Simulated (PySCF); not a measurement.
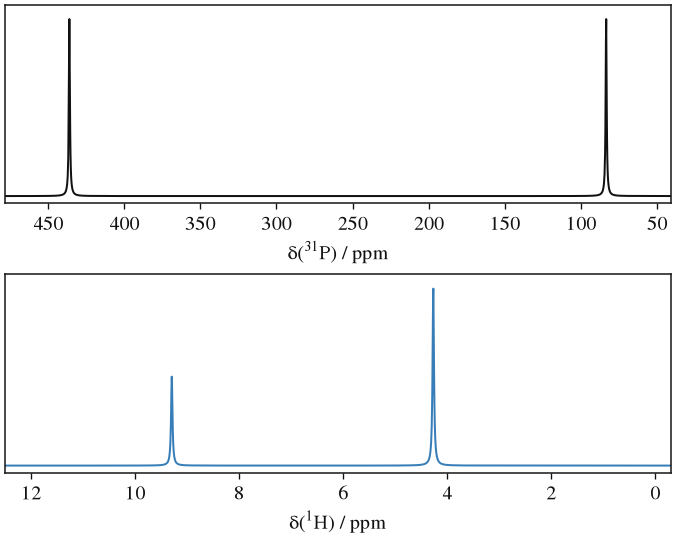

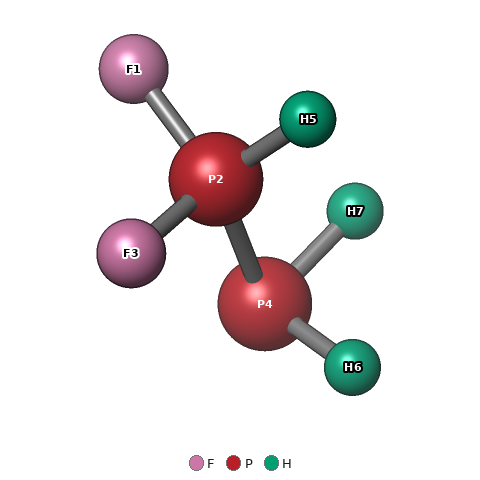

Spectrum and numbered structure of P₂H₃F₂⁺, SMILES F[PH+](F)P. GIAO shifts, PBE0/pcSseg-1 (IEF-PCM chloroform) with PySCF, at a PBE0-D3(BJ)/def2-SVP geometry (no frequency check), against PH₃ for ³¹P and TMS for ¹H computed at the same level (³¹P: the usual scale starts at 85 % H₃PO₄ instead). fully decoupled, line heights follow the number of nuclei, widths are arbitrary (no quadrupolar broadening); values of one conformer, averaged over methyl-type rotors and exact or near symmetry.

> Which atoms give which ³¹P line?

```csv
δ (ppm),nuclei,atoms
435.9,1,P2
83.4,1,P4
```

> Assign the ¹H signals to the numbered atoms.

| δ (ppm) | nuclei | atoms |
| --- | --- | --- |
| 9.29 | 1 | H5 |
| 4.26 | 2 | H6, H7 |
